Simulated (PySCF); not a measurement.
BCl2H5Si2

| atom | x (Å) | y (Å) | z (Å) |
| --- | --- | --- | --- |
| Si | 1.6393 | -0.3476 | -0.2760 |
| Si | -0.3447 | 0.8565 | -0.0970 |
| B | -1.8480 | -0.3036 | 0.4435 |
| Cl | -2.7932 | -1.1576 | -0.7225 |
| Cl | -2.1954 | -0.6312 | 2.1032 |
| H | 2.7443 | 0.4944 | -0.7341 |
| H | 2.0462 | -0.9272 | 1.0065 |
| H | 1.5299 | -1.4639 | -1.2194 |
| H | -0.6178 | 1.5222 | -1.3793 |
| H | -0.1516 | 1.9627 | 0.8524 |

Geometry: GFN2-xTB.

Level of theory: PySCF, PBE0/pcSseg-1, SCF density, gas phase, non-relativistic.

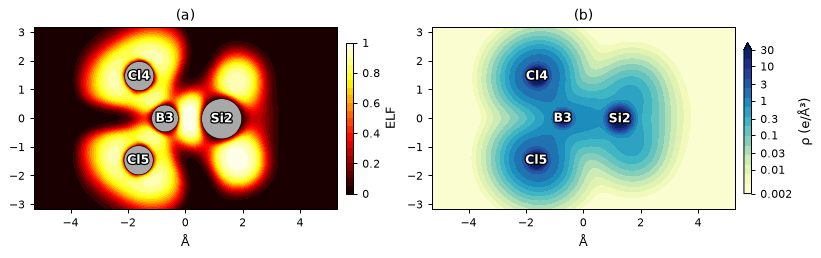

Figure 1. (a) electron localisation function; (b) total electron density on the plane of atoms Si2, B3 and Cl4. Grey discs cover the atomic cores in the ELF map.

Describe what can be read from this map.

- Atoms in the plane: Si, B and Cl.
- B–Cl (1.73 Å): the density is about 1.4 e/Å³ at the midpoint; the ELF peaks at about 0.90 between the atoms, as expected for a polar covalent bond.
- Si–B (1.97 Å): ρ at the midpoint is about 0.83 e/Å³; the ELF peaks at about 1 between the atoms, as expected for a covalent bond.
- The ELF also peaks beside Cl5 and Cl4, away from the bonds: lone-pair regions.

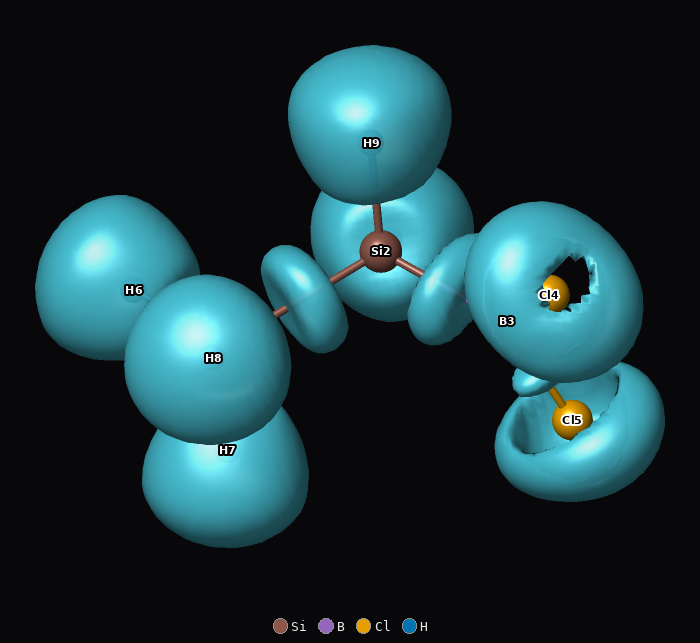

Figure 2. Isosurface of the ELF at 0.85 (cyan), seen at a tilt. Only the valence region is drawn (cores and ρ < 0.01 e/Å³ removed).

Identify the bonds, lone pairs and shells in this picture.

The ELF exceeds this value in two regions between bonded B–Cl atoms (shared pairs), one region between bonded B–Si atoms (shared pairs), one region between bonded Si–Si atoms (shared pairs), five regions around hydrogen nuclei and two rings or bowls of non-bonding electrons around Cl.

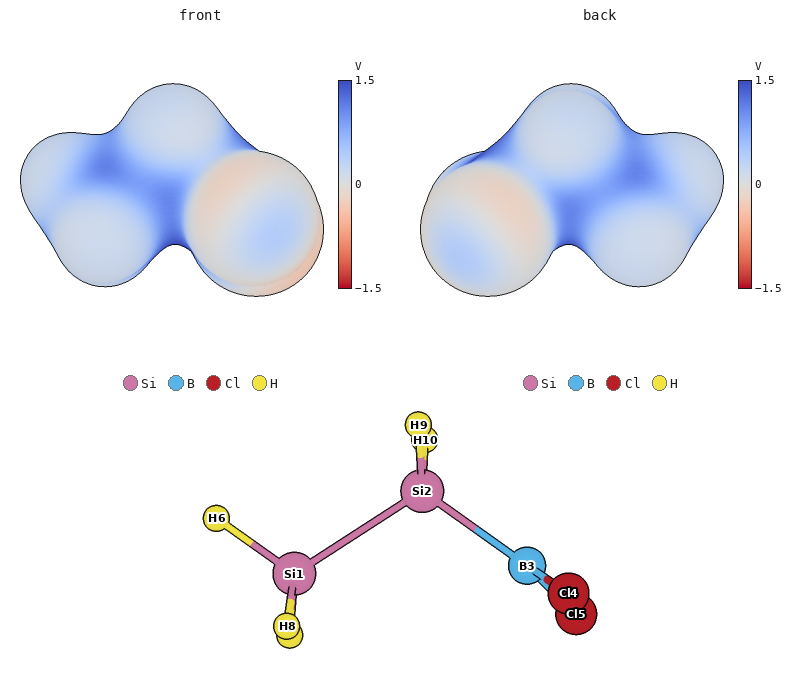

Figure 3. The molecular electrostatic potential painted on the density surface at 0.002 e/bohr³, seen from the front and from behind; red is negative and blue positive. The bare structure is drawn below in the same view.

Where is the surface potential most negative and most positive?

The most negative region (about −0.3 V) lies over Cl4 and Cl5, the most positive (about +1.4 V) over Si1 and B3. Cl4 shows a σ-hole: about +0.4 V at the tip opposite its bond, against about −0.1 V on its flanks. Cl5 shows a σ-hole: about +0.4 V at the tip opposite its bond, against about −0.1 V on its flanks.

What dipole moment does the calculation give?

Its dipole moment is 0.56 D.
